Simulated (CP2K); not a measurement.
**C2H8N2Si (SMILES C1NC[SiH2]N1) at GFN0-xTB**

What is the energy change on altering one bond length of C2H8N2Si at GFN0-xTB? 

The results are computed with CP2K 2026.2.

4 further runs of the same task are left out: 2 that didn't finish, 2 set aside as unsound or not needed.

### Step 1. The structure to begin with

C2H8N2Si: 13 atoms, total charge 0, spin state singlet. As SMILES, `C1NC[SiH2]N1`. The shape comes from a force field and isn't a relaxed structure. This is one conformer, not always the lowest.

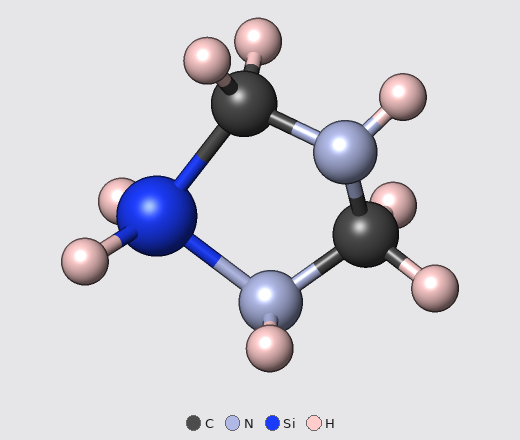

The structure, seen from a chosen angle (carbon dark grey, nitrogen light blue, silicon blue, hydrogen pink).

### Step 2. A single-point energy at GFN0-xTB

molecule.inp

```
&GLOBAL
  PROJECT_NAME molecule
  RUN_TYPE ENERGY
  PRINT_LEVEL MEDIUM
&END GLOBAL

&FORCE_EVAL
  METHOD Quickstep
  &DFT
    CHARGE 0
    MULTIPLICITY 1
    &QS
      METHOD XTB
      EPS_DEFAULT 1.0E-10
      &XTB
        GFN_TYPE 0
        CHECK_ATOMIC_CHARGES F
      &END XTB
    &END QS
    &POISSON
      PERIODIC NONE
      POISSON_SOLVER ANALYTIC
    &END POISSON
    &SCF
      SCF_GUESS ATOMIC
      EPS_SCF 1.0E-06
      MAX_SCF 150
      ADDED_MOS 2
      &DIAGONALIZATION
        ALGORITHM STANDARD
      &END DIAGONALIZATION
      &MIXING
        METHOD DIRECT_P_MIXING
        ALPHA 0.4
      &END MIXING
      &SMEAR ON
        METHOD FERMI_DIRAC
        ELECTRONIC_TEMPERATURE [K] 300
      &END SMEAR
    &END SCF
    &PRINT
      &MOMENTS
        PERIODIC F
        REFERENCE COM
        MAX_MOMENT 1
      &END MOMENTS
      &MO ON
        ENERGIES T
        OCCUPATION_NUMBERS T
        NDIGITS 6
        &EACH
          QS_SCF 0
        &END EACH
        ADD_LAST NUMERIC
      &END MO
      &HIRSHFELD OFF
      &END HIRSHFELD
    &END PRINT
  &END DFT
  &SUBSYS
    &CELL
      ABC [angstrom] 13.8 13.4 14
      PERIODIC NONE
    &END CELL
    &COORD
      C      5.685250     7.457800     7.165900
      N      6.807750     7.651800     8.009500
      C      7.757850     6.592900     7.670000
      Si     7.675050     6.394500     5.811300
      N      6.138150     7.318600     5.774200
      H      4.998050     8.406000     7.216200
      H      5.061650     6.640800     7.468400
      H      6.571850     7.605200     8.980700
      H      7.530750     5.679400     8.242000
      H      8.801950     6.897500     7.996100
      H      7.284250     4.994000     5.425900
      H      8.626950     7.114100     5.019300
      H      6.383650     8.277700     5.474700
    &END COORD
  &END SUBSYS
&END FORCE_EVAL
```

Started as:

```bash
$ OMP_NUM_THREADS=1 cp2k.psmp -i molecule.inp -o molecule.out
```

Standard output, shortened:

```text
CP2K| version string:                                       CP2K version 2026.2
[...]
 GLOBAL| Method name                                                        CP2K
[...]
 GLOBAL| Run type                                                         ENERGY
[...]
                             - Atoms:                                         13
[...]
                             - Spherical basis functions:                     41
[...]
 Number of electrons:                                                         30
[...]
  Fermi energy:                                                -0.27052020657772
[...]
 TB_DIPOLE| Moment [Debye]          2.13207966      -1.36617566      -0.15229641
 TB_DIPOLE| Derivative [a.u.]       0.00000000       0.00000000       0.00000000
[...]
 ENERGY| Total FORCE_EVAL ( QS ) energy [hartree]            -16.380606281195817
[...]
```

Wall time 1.2 s (1 thread of AMD EPYC 7R43 (Zen 3), shared host); peak memory 0.18 GiB.

### Step 3. The distorted shape

job.inp

```
&GLOBAL
    PROJECT job
    RUN_TYPE ENERGY
    PRINT_LEVEL MEDIUM
&END GLOBAL

&FORCE_EVAL
    METHOD QUICKSTEP
    &DFT
        CHARGE 0
        MULTIPLICITY 1
        &QS
            METHOD XTB
            EPS_DEFAULT 1.0E-10
            &XTB
                GFN_TYPE 0
                CHECK_ATOMIC_CHARGES F
            &END XTB
        &END QS
        &POISSON
            PERIODIC NONE
            POISSON_SOLVER ANALYTIC
        &END POISSON
        &SCF
            SCF_GUESS ATOMIC
            EPS_SCF 1.0E-06
            MAX_SCF 150
            ADDED_MOS 2
            &DIAGONALIZATION
                ALGORITHM STANDARD
            &END DIAGONALIZATION
            &MIXING
                METHOD DIRECT_P_MIXING
                ALPHA 0.4
            &END MIXING
            &SMEAR ON
                METHOD FERMI_DIRAC
                ELECTRONIC_TEMPERATURE [K] 300
            &END SMEAR
        &END SCF
        &PRINT
            &MOMENTS
                PERIODIC F
                REFERENCE COM
                MAX_MOMENT 1
            &END MOMENTS
            &MO ON
                ENERGIES T
                OCCUPATION_NUMBERS T
                NDIGITS 6
                &EACH
                    QS_SCF 0
                &END EACH
                ADD_LAST NUMERIC
            &END MO
            &HIRSHFELD OFF
            &END HIRSHFELD
        &END PRINT
    &END DFT
    &SUBSYS
        &CELL
            ABC [angstrom] 14.8 13.4 14
            PERIODIC NONE
        &END CELL
        &COORD
            C      5.663209     7.457800     7.165900
            N      6.785708     7.651800     8.009500
            C      7.735808     6.592900     7.670000
            Si     7.653008     6.394500     5.811300
            N      6.116108     7.318600     5.774200
            H      4.976009     8.406000     7.216200
            H      5.039608     6.640800     7.468400
            H      6.549808     7.605200     8.980700
            H      7.508708     5.679400     8.242000
            H      9.823992     7.202095     8.322195
            H      7.262208     4.994000     5.425900
            H      8.604908     7.114100     5.019300
            H      6.361608     8.277700     5.474700
        &END COORD
    &END SUBSYS
&END FORCE_EVAL
```

Started as:

```bash
$ OMP_NUM_THREADS=1 cp2k.psmp job.inp > job.out
```

Standard output, shortened:

```text
CP2K| version string:                                       CP2K version 2026.2
[...]
 GLOBAL| Method name                                                        CP2K
[...]
 GLOBAL| Run type                                                         ENERGY
[...]
                             - Atoms:                                         13
[...]
                             - Spherical basis functions:                     41
[...]
 Number of electrons:                                                         30
[...]
  Fermi energy:                                                -0.39271765398053
[...]
 TB_DIPOLE| Moment [Debye]         -5.56481737      -2.55959838      -2.38826572
 TB_DIPOLE| Derivative [a.u.]       0.00000000       0.00000000       0.00000000
[...]
 ENERGY| Total FORCE_EVAL ( QS ) energy [hartree]            -16.264468598652936
[...]
```

Wall time 1.2 s (1 thread of AMD EPYC 7R43 (Zen 3), shared host); peak memory 0.18 GiB.

### Step 4. Outcome

Level: GFN0-xTB.

| quantity | value |
| --- | --- |
| first shape: total energy | -16.38061 Eh |
| first shape: dipole moment (from atomic charges alone) | 2.54 D |
| first shape: HOMO energy | -11.62 eV |
| first shape: LUMO energy | -6.47 eV |
| first shape: HOMO–LUMO gap | 5.16 eV |
| first shape: dispersion energy | -11.29 kJ/mol |
| distorted shape: total energy | -16.26447 Eh |
| distorted shape: dipole moment (from atomic charges alone) | 6.57 D |
| distorted shape: HOMO energy | -11.63 eV |
| distorted shape: LUMO energy | -9.80 eV |
| distorted shape: HOMO–LUMO gap | 1.84 eV |
| distorted shape: dispersion energy | -11.80 kJ/mol |
| energy change with the C3–H10 bond stretched from 1.135 to 2.271 Å | 3.160 eV |

**Reading.** One bond (distorted shape) is far stretched, which a spin-restricted single reference describes badly. With the C3–H10 bond stretched from 1.135 to 2.271 Å the energy rises by 3.16 eV (305 kJ/mol). The first shape isn't relaxed at this level, so the change isn't measured from a minimum. A restricted reference can't describe the breaking bond well at this length. The dipole (first shape) comes from point charges on the atoms alone, without atomic dipoles, so it is partial. The dipole (distorted shape) comes from point charges on the atoms alone, without atomic dipoles, so it is partial.
